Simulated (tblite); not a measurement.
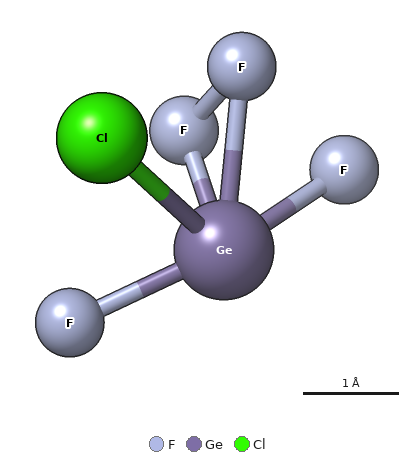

The structure as given in the input (ball-and-stick view, seen at a tilt). Sticks mark near contacts. Bond lengths as drawn: Cl–Ge 2.38 Å, F–F 1.23 Å and F–Ge 1.60 to 1.94 Å.

## GeClF$_{4}$ (charge −1): geometry relaxation

The run: geometry relaxation of GeClF$_{4}$, charge −1. Method and program: GFN2-xTB geometry optimisation, gas phase (tblite 0.8.0).

## Input file
```
{"job": {"xc": "GFN2-xTB", "basis": "xTB", "kind": "relax"}, "charge": -1, "multiplicity": 1}
F      1.879200    -0.566800    -0.099800
Ge     0.089800    -0.724600    -0.049600
F     -1.016300     0.716400     0.628000
F     -0.155400     0.120200     1.281700
F     -1.423900    -0.983300     0.848100
Cl     0.629600     1.440100    -0.888900
```

The first line tells a small driver script what to run in tblite; the rest is the geometry in Å.

Run on 1 CPU thread, shared host.

Launch command:
```bash
OMP_NUM_THREADS=1 python <driver script> task.json out
```

## The program's output
```
step      E/eV     max force
  0    -691.74613   12.482
  1    -696.45396    6.608
  2    -699.22608    3.043
  3    -699.81765    1.855
  4    -699.99830    2.113
  5    -700.40496    2.552
  6    -700.94736    3.107
  7    -701.30013    2.834
  8    -701.62849    2.050
  9    -702.12421    1.468
 10    -702.50355    4.206
 11    -702.88504    1.399
 12    -703.12061    1.367
 13    -703.38484    1.399
 14    -703.65045    2.994
 15    -703.80059    1.368
 16    -703.98833    0.929
 17    -704.19319    0.720
 18    -704.21957    0.581
 19    -704.24145    0.365
 20    -704.25762    0.553
 21    -704.26748    0.512
 22    -704.30100    0.240
 23    -704.30501    0.210
 24    -704.30872    0.181
 25    -704.31203    0.174
 26    -704.31694    0.176
 27    -704.32244    0.233
 28    -704.32821    0.272
 29    -704.33277    0.237
 30    -704.33651    0.201
 31    -704.33979    0.171
 32    -704.34279    0.194
 33    -704.34609    0.243
 34    -704.34936    0.192
 35    -704.35180    0.130
 36    -704.35328    0.104
 37    -704.35420    0.086
 38    -704.35494    0.097
 39    -704.35577    0.086
 40    -704.35650    0.055
 41    -704.35681    0.024
 42    -704.35690    0.017
 43    -704.35693    0.019
 44    -704.35696    0.020
 45    -704.35700    0.017
 46    -704.35706    0.012
 47    -704.35713    0.017
 48    -704.35717    0.019
 49    -704.35719    0.015
 50    -704.35720    0.012
 51    -704.35723    0.015
 52    -704.35727    0.021
 53    -704.35732    0.019
 54    -704.35734    0.008
 55    -704.35734    0.002
```

## Trajectory as extended XYZ (Å, eV, eV/Å), 12 frames, from step=0 to step=55
```
6
Properties=species:S:1:pos:R:3:forces:R:3 step=0 energy=-691.74613
F     1.8792   -0.5668   -0.0998    3.4210  -0.6670   1.5150
Ge    0.0898   -0.7246   -0.0496    1.7470  -5.8710  -9.3350
F    -1.0163    0.7164    0.6280   -3.6370   7.8050  -0.4540
F    -0.1554    0.1202    1.2817    6.3380   5.6170   8.2830
F    -1.4239   -0.9833    0.8481   -8.3490  -9.1410   1.5940
Cl    0.6296    1.4401   -0.8889    0.4800   2.2550  -1.6020
6
Properties=species:S:1:pos:R:3:forces:R:3 step=5 energy=-700.40496
F     2.0914   -0.7223   -0.0124   -0.1720  -0.6040  -0.2190
Ge    0.0845   -0.7628   -0.3102   -0.2180   1.7520   1.8430
F    -1.4212    1.1726    0.4998    0.0680  -0.0690  -0.4110
F     0.3008    0.2015    1.7586    0.1380  -0.4010  -0.4190
F    -1.7070   -1.4460    0.8573    0.4310  -0.4110  -0.5690
Cl    0.6547    1.5590   -1.0735   -0.2470  -0.2660  -0.2250
6
Properties=species:S:1:pos:R:3:forces:R:3 step=10 energy=-702.50355
F     2.0412   -1.0061   -0.0460   -1.3330   0.3230   0.0640
Ge   -0.0312   -0.0836    0.3183   -1.3680  -0.4760  -3.9490
F    -1.5707    1.2690    0.3334    0.3570  -0.7990   0.4030
F     0.5261    0.0877    1.7840    1.0450   0.5440   3.5680
F    -1.5797   -1.7466    0.6092    1.1500   1.0260  -0.3070
Cl    0.6173    1.4816   -1.2793    0.1490  -0.6180   0.2210
6
Properties=species:S:1:pos:R:3:forces:R:3 step=15 energy=-703.80059
F     1.7401   -0.9440   -0.0786   -0.9140  -0.0890   0.1110
Ge   -0.0876   -0.0356    0.2326    0.9610  -0.9510   0.2090
F    -1.4471    1.0240    0.4106   -0.8540   0.3270   0.3250
F     0.4623    0.1187    1.8910   -0.0690   0.1470   0.1570
F    -1.3153   -1.5059    0.5113    0.7880   0.5160  -0.4350
Cl    0.6507    1.3448   -1.2473    0.0870   0.0500  -0.3680
6
Properties=species:S:1:pos:R:3:forces:R:3 step=20 energy=-704.25762
F     1.4515   -1.0232   -0.0629   -0.0270  -0.2210   0.2000
Ge   -0.0009    0.0090    0.3188   -0.1030  -0.0100  -0.5430
F    -1.5440    0.9902    0.4725    0.1650   0.0540   0.1640
F     0.4791    0.1561    1.9842    0.0240   0.2180   0.1450
F    -1.0436   -1.4145    0.3360    0.0930  -0.1130  -0.1170
Cl    0.6610    1.2845   -1.3290   -0.1520   0.0720   0.1510
6
Properties=species:S:1:pos:R:3:forces:R:3 step=25 energy=-704.31203
F     1.4308   -1.1077    0.0038   -0.0130   0.1080  -0.0010
Ge   -0.0017   -0.0021    0.2745   -0.0060  -0.0520   0.1120
F    -1.5092    1.0110    0.5271    0.0540  -0.1110   0.0520
F     0.4740    0.2307    1.9587    0.0440   0.1090  -0.0610
F    -1.0074   -1.4545    0.2678   -0.1120   0.0330  -0.1290
Cl    0.6168    1.3245   -1.3122    0.0330  -0.0870   0.0280
6
Properties=species:S:1:pos:R:3:forces:R:3 step=30 energy=-704.33651
F     1.4051   -1.1045    0.0407    0.1150  -0.0770   0.0860
Ge   -0.0107   -0.0183    0.2961    0.0530   0.0500  -0.0900
F    -1.4864    0.9604    0.5960   -0.1920   0.0280   0.0520
F     0.5165    0.3371    1.9502    0.0630  -0.0470  -0.0510
F    -1.0411   -1.4637    0.1348   -0.0080   0.1040  -0.0290
Cl    0.6197    1.2910   -1.2982   -0.0300  -0.0570   0.0320
6
Properties=species:S:1:pos:R:3:forces:R:3 step=35 energy=-704.35180
F     1.4086   -1.1446    0.1154   -0.0280   0.0290   0.0710
Ge   -0.0082   -0.0178    0.2995   -0.0760   0.0000   0.0370
F    -1.5289    0.9302    0.6725    0.0940  -0.0860  -0.0270
F     0.5798    0.4160    1.9225    0.0220  -0.0430  -0.0150
F    -1.0545   -1.4357    0.0006    0.0020   0.0590  -0.0040
Cl    0.6063    1.2539   -1.2910   -0.0140   0.0390  -0.0620
6
Properties=species:S:1:pos:R:3:forces:R:3 step=40 energy=-704.35650
F     1.3822   -1.1696    0.1998    0.0040   0.0000   0.0210
Ge   -0.0128   -0.0166    0.3081    0.0510  -0.0190  -0.0070
F    -1.5270    0.8714    0.7410   -0.0180   0.0170  -0.0020
F     0.6307    0.4829    1.8986    0.0010  -0.0120   0.0160
F    -1.0582   -1.3990   -0.1284   -0.0210  -0.0070  -0.0030
Cl    0.5883    1.2329   -1.2996   -0.0180   0.0220  -0.0250
6
Properties=species:S:1:pos:R:3:forces:R:3 step=45 energy=-704.35700
F     1.3889   -1.1650    0.1913    0.0040   0.0040   0.0010
Ge   -0.0085   -0.0169    0.3050   -0.0020  -0.0010   0.0020
F    -1.5248    0.8836    0.7238    0.0090   0.0080   0.0000
F     0.6223    0.4632    1.9059   -0.0050  -0.0050   0.0040
F    -1.0604   -1.4052   -0.1021    0.0060   0.0070  -0.0080
Cl    0.5856    1.2423   -1.3044   -0.0120  -0.0120   0.0010
6
Properties=species:S:1:pos:R:3:forces:R:3 step=50 energy=-704.35720
F     1.3905   -1.1656    0.1979    0.0030   0.0050   0.0010
Ge   -0.0068   -0.0171    0.3076   -0.0040   0.0060  -0.0030
F    -1.5211    0.8860    0.7256    0.0020   0.0020   0.0110
F     0.6228    0.4622    1.9102   -0.0060  -0.0050   0.0000
F    -1.0581   -1.3998   -0.1137   -0.0010  -0.0050  -0.0010
Cl    0.5758    1.2363   -1.3080    0.0070  -0.0030  -0.0090
6
Properties=species:S:1:pos:R:3:forces:R:3 step=55 energy=-704.35734
F     1.3969   -1.1556    0.1902    0.0010  -0.0020  -0.0010
Ge   -0.0068   -0.0153    0.3068    0.0000   0.0020  -0.0010
F    -1.5175    0.8962    0.7220    0.0010  -0.0020   0.0000
F     0.6120    0.4457    1.9176   -0.0010   0.0010   0.0010
F    -1.0569   -1.4014   -0.1017    0.0000   0.0010   0.0000
Cl    0.5755    1.2325   -1.3154    0.0000   0.0000   0.0000
```

## Results in brief

- outcome: converged
- total energy: −704.3573 eV
- peak memory: 0.18 GiB
